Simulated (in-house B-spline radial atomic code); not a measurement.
# Tc²⁺: density, ELF and screening along the radius

How do the shells of Tc²⁺ show in real space, and how much do the settings move them?

Method: several methods, spin-polarised, as named in each step; spherical all-electron atom at the radial basis limit. Code: in-house B-spline radial atomic code version 1.

## (1) The atom as given

| Quantity | Value |
| --- | --- |
| element | technetium (Z = 43) |
| charge | +2 |
| electrons | 41 |
| configuration | [Kr] 4d5 |
| nucleus | point (non-relativistic runs) or finite (X2C runs) |

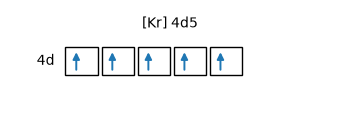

Outer shells as boxes.

Where spins are not typed, each open shell is filled with up spins first.

## (2) LDA (VWN5), non-rel.

The run's settings:

```ini
Z = 43
electrons = 41.0
configuration = [Kr] 4d5
hamiltonian = nr
method = lda,vwn
spin_polarised = True
```

Run with:

```sh
python run_scf.py task.json out
```

One command runs all members of the session, one after another, from task.json.

## (3) PBE, non-rel.

The run's settings:

```ini
Z = 43
electrons = 41.0
configuration = [Kr] 4d5
hamiltonian = nr
method = pbe,pbe
spin_polarised = True
```

## (4) Hartree-Fock, non-rel.

The run's settings:

```ini
Z = 43
electrons = 41.0
configuration = [Kr] 4d5
hamiltonian = nr
method = hf
spin_polarised = True
```

## (5) CAM-B3LYP, non-rel.

The run's settings:

```ini
Z = 43
electrons = 41.0
configuration = [Kr] 4d5
hamiltonian = nr
method = camb3lyp
spin_polarised = True
```

## (6) AM05, non-rel.

The run's settings:

```ini
Z = 43
electrons = 41.0
configuration = [Kr] 4d5
hamiltonian = nr
method = am05
spin_polarised = True
```

Q: How large is the system in each run, where do the shell borders lie, and what is the highest level?

As calculated:

| run | total energy (hartree) | highest level (eV) | radius holding 50 / 90 / 99 % (bohr) | radius at n = 0.001 (bohr) | ELF minima on the full grid (bohr) |
| --- | --- | --- | --- | --- | --- |
| LDA (VWN5), non-rel. | -4201.5042 | -24.216 | 0.409 / 1.48 / 2.65 | 3.50 | 0.056, 0.23, 0.76 |
| PBE, non-rel. | -4205.6113 | -24.126 | 0.409 / 1.48 / 2.65 | 3.49 | 0.056, 0.23, 0.75 |
| Hartree-Fock, non-rel. | -4204.0930 | -30.458 | 0.408 / 1.48 / 2.60 | 3.44 | 0.056, 0.23, 0.75 |
| CAM-B3LYP, non-rel. | -4206.2596 | -27.174 | 0.408 / 1.48 / 2.64 | 3.48 | 0.056, 0.23, 0.75 |
| AM05, non-rel. | -4201.6954 | -24.064 | 0.409 / 1.48 / 2.64 | 3.48 | 0.056, 0.23, 0.75 |

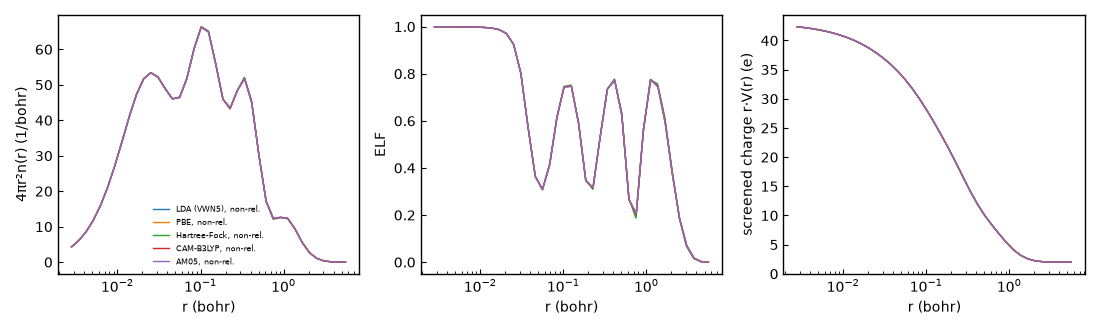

Radial density, ELF and screened nuclear charge of all runs.

In the first run ELF has 3 minima on the grid, which mark the borders between shells. On the record's full grid the screened charge (r times the electrostatic potential) falls from 42.9 near the nucleus to 2.00 at 5.6 bohr; far out it tends to the net charge, 2. The grid is coarse (about 22 % a step), so the places of minima are rough.

Members of this set that are not shown: 1 used exact exchange with fractional occupations of an open shell, which is unsound here.
